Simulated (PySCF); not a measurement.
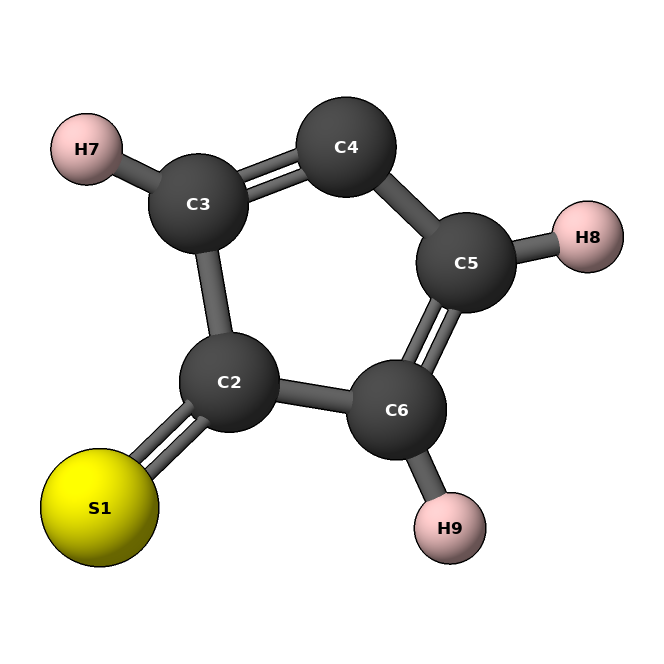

The questions are on Mulliken spin populations. State: neutral, doublet. The geometry was computed by an optimisation with GFN2-xTB. No frequency run is at hand to confirm it as a minimum. Level of theory: UKS B3LYP, pcH-1 on C H S, non-relativistic (PySCF 2.14.0).

Give the Mulliken spin populations atom by atom.

```
atom  value (e)
  S1       0.03
  C2       0.07
  C3      −0.13
  C4       0.98
  C5      −0.06
  C6       0.08
  H7       0.02
  H8       0.01
  H9       0.00
```

Mulliken values depend strongly on the basis set.
